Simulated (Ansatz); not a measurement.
## Electronic structure of BH6Si (doublet) in real space

Input file:

```
crystal:
  periodic: [false, false, false]
  atoms:
    - {symbol: H, position_ang: [0.165098, -1.773564, 0.801148]}
    - {symbol: B, position_ang: [-0.980593, 0.648614, -0.212289]}
    - {symbol: Si, position_ang: [0.712224, -0.529808, 0.181122]}
    - {symbol: H, position_ang: [-1.443072, 1.040476, 0.815202]}
    - {symbol: H, position_ang: [-1.611897, 0.160490, -1.099042]}
    - {symbol: H, position_ang: [1.618407, 0.157608, 1.129850]}
    - {symbol: H, position_ang: [0.114603, 1.152938, -0.540812]}
    - {symbol: H, position_ang: [1.425230, -0.856755, -1.075278]}
basis:
  gaussian: {orbitals: def2-TZVPP}
magnetization: {spin_polarized: true, initial_magnetization: 1}
hamiltonian: {xc: pbe0, dispersion: d4}
output: {orbitals: {seedname: orbitals}}
```

Command:

```sh
ansatz run in.yaml --threads 2 --pin off --events-out ev --progress --plain --max-ram 4352MiB
```

The product side of a reaction path; geometry: PBE0-D4/def2-TZVP.

Method: UKS PBE0-D4/def2-TZVPP in Ansatz 0.2.0.

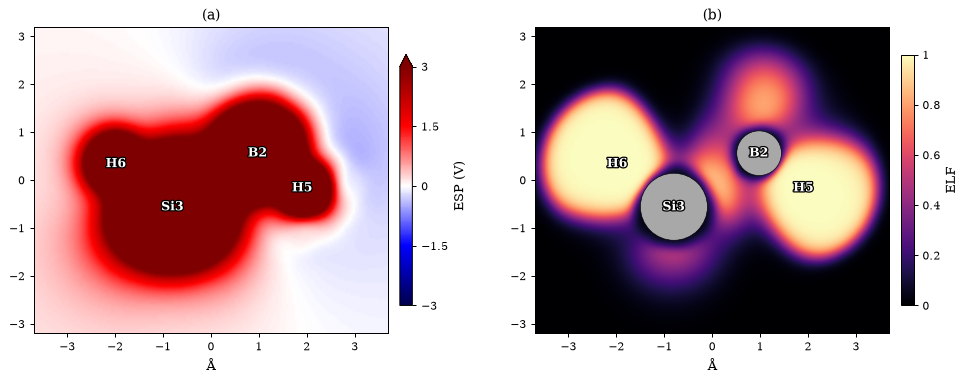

Figure 1. (a) molecular electrostatic potential; (b) ELF on the plane of atoms B2, Si3 and H6. Grey discs cover the atomic cores in the ELF map.

**Read the bonding off the picture.**

- The section cuts through B, Si and H sites.
- Si–B (2.10 Å): the ELF peaks at about 0.85 between the atoms: a shared electron pair.
- B–H (1.19 Å): the ELF climbs to about 1 towards the hydrogen, as it does in any bond to H: a covalent bond by its length.
- Si–H (1.48 Å): the ELF climbs to about 1 towards the hydrogen.
- Outside the dense part of the molecule the potential is most negative (−0.5 V) near H5.

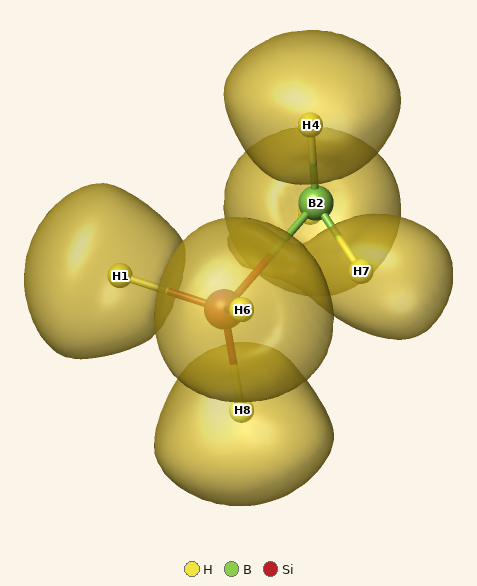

Figure 2. Isosurface of the electron localisation function at 0.75 (yellow), seen at an oblique angle. Core shells and regions of very low density are left out.

**Where are the electrons localised?**

The surface consists of six regions around hydrogen nuclei.

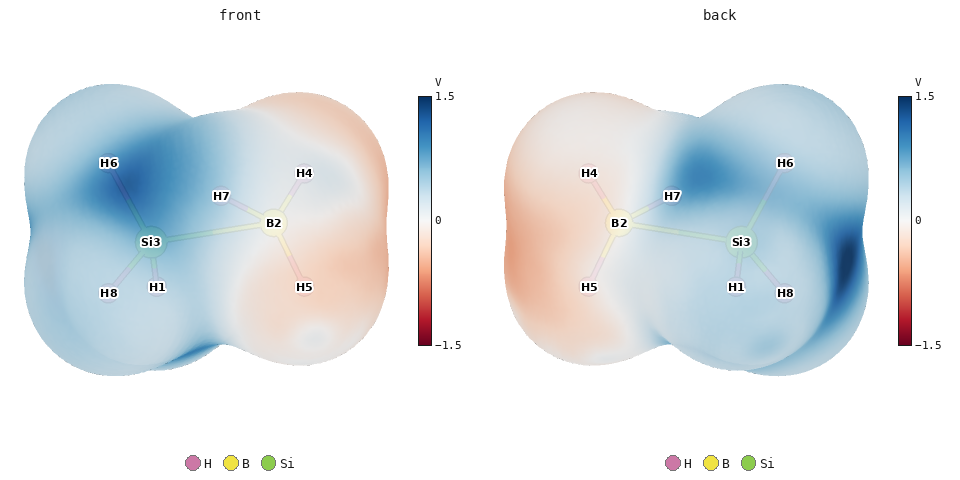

Figure 3. The molecular electrostatic potential painted on the density surface at 0.002 e/bohr³, seen from the front and from behind; red is negative and blue positive.

**Describe the electrostatic potential map.**

The most negative region (about −0.5 V) lies over H5, the most positive (about +1.4 V) over Si3.
